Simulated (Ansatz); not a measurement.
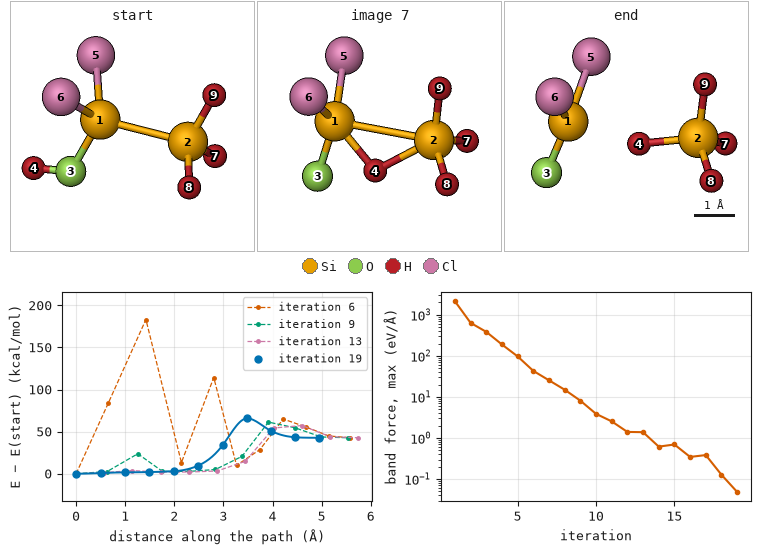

A nudged-elastic-band calculation for Si2H4OCl2. Images are numbered from 0 (start) to 10 (end). The plot follows the band through its iterations. The picture is a ball-and-stick view, seen at a tilt.

Method: Ansatz, RKS r2SCAN-D4/6-31G*. Run with 9 movable images; climbing image; force threshold 0.05 eV/Å; iteration limit 52; starting path through a guess of the saddle point.

> Judge this run.

The result is final at these settings. The band converged in 19 iterations. The largest component of the band force went from 2100 to 0.049 eV/Å. The climbing image converged on the top of the path. Its vibrational analysis gives one imaginary mode (1165i cm⁻¹), as a transition state must have. The first iteration put the highest image at 6481.6 kcal/mol. The highest point, image 7, lies 65.7 kcal/mol above the start and 23.0 kcal/mol above the end; the end is at +42.7 kcal/mol relative to the start.

Cost: 14 min on 2 threads of Arm Neoverse V1, with other jobs on the host, peak memory 0.17 GiB.
